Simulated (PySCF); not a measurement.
```
atom    x (Å)    y (Å)    z (Å)
   C  -1.5877  -1.2871   0.1973
   N  -0.6534  -0.3017   0.3654
  Si  -1.2700   1.3053   0.7240
  Si   1.0133  -0.7897   0.1791
   P   2.3876   0.9278   0.5592
   H  -2.6280  -1.0436   0.2495
   H  -1.2693  -2.2892   0.0034
   H  -0.1070   2.1768   0.8314
   H  -2.1581   1.6830  -0.3818
   H  -2.0426   1.2109   1.9661
   H   1.3146  -1.8252   1.1819
   H   1.1571  -1.3883  -1.1607
   H   2.3316   1.4414  -0.7245
   H   3.5112   0.1790   0.2673
```

Geometry: GFN2-xTB.

All numbers below come from UKS B3LYP, pcH-1 on C H N P Si, non-relativistic, mean-field spin-orbit, GIAO (PySCF).

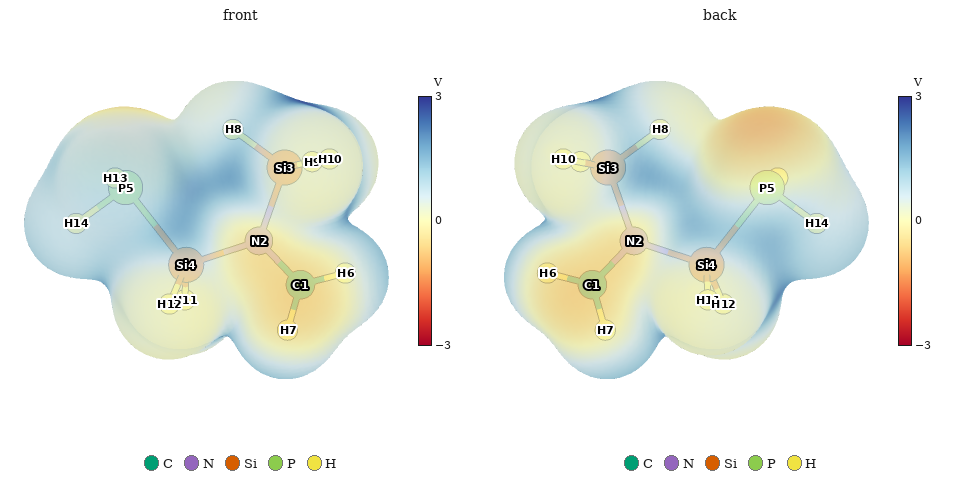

CH$_{9}$NPSi$_{2}$ (doublet). The electrostatic potential painted on the density surface at 0.004 e/bohr³, seen from the front and from behind; the colour scale runs from red (negative) to blue (positive).

Describe the electrostatic potential map.

Answer. The most negative region (about −0.9 V, or −21 kcal/mol for a unit charge) lies over P5, the most positive (about +2.4 V, or +55 kcal/mol for a unit charge) over Si3.
